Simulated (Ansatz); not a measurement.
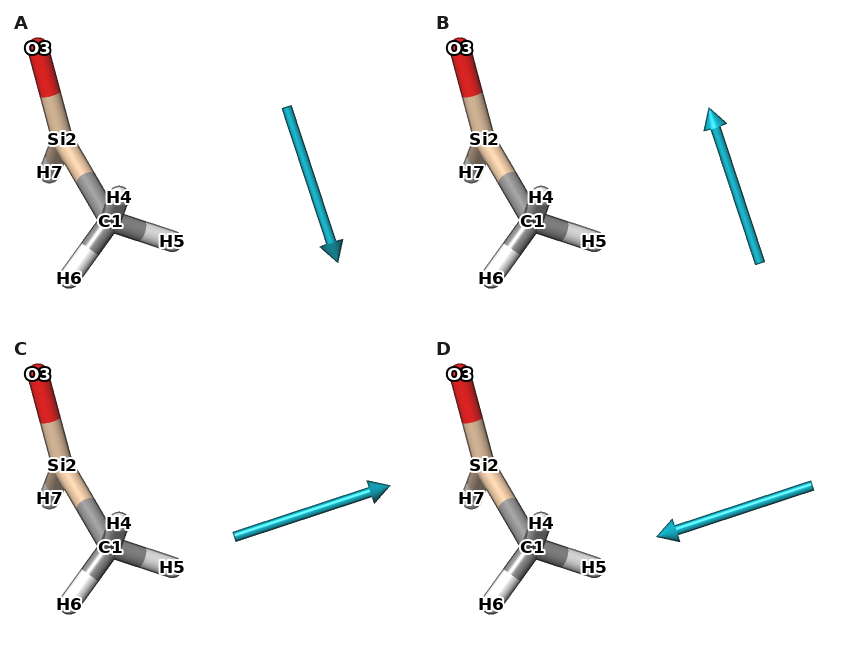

The same molecule four times, each with an arrow. Computed geometry: PBE0-D4/def2-TZVP optimisation. No frequency run is at hand to confirm it as a minimum. Properties computed with RKS PBE0-D4/def2-TZVP (Ansatz 0.2.0).

### Which arrow points along the dipole moment, from the negative to the positive end?

A. The dipole moment is 4.42 D; it points from the side of O3 to the side of H5, H6 (the outermost atoms at the two ends).
